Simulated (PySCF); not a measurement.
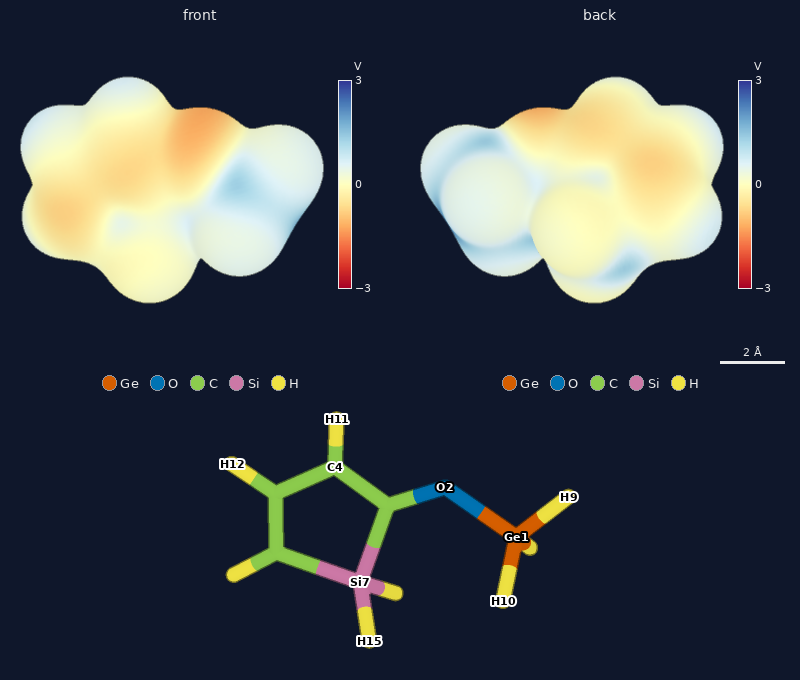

*C4H8GeOSi (SMILES [GeH3][O]C1=CC=C[SiH2]1). The molecular electrostatic potential painted on the density surface at 0.002 e/bohr³, seen from the front and from behind; the colour scale runs from red (negative) to blue (positive). The bare structure is drawn below in the same view.*

Geometry: PBE0-D3(BJ)/def2-SVP.

These are results of PySCF 2.14.0, CAM-B3LYP/def2-SVPD, SCF density, gas phase, not measurements.

```xyz
15

Ge    2.3943   -1.1500    0.6237
O     1.2327    0.1957    0.3324
C    -0.0519   -0.0055   -0.0020
C    -0.9095    1.0169   -0.2472
C    -2.2824    0.6351   -0.5998
C    -2.6087   -0.6785   -0.6573
Si   -1.0626   -1.6136   -0.2343
H     2.5045   -1.9753   -0.6698
H     3.6959   -0.4286    0.9777
H     1.8527   -2.0054    1.7821
H    -0.6012    2.0645   -0.1876
H    -3.0100    1.4284   -0.8088
H    -3.6091   -1.0282   -0.9148
H    -0.5050   -2.4772   -1.3218
H    -1.1159   -2.4344    1.0156
```

Describe the electrostatic potential map.

The most negative region (about −1.2 V) lies over O2, the most positive (about +1.9 V) over Ge1. O2 is the likeliest acceptor of a hydrogen bond.
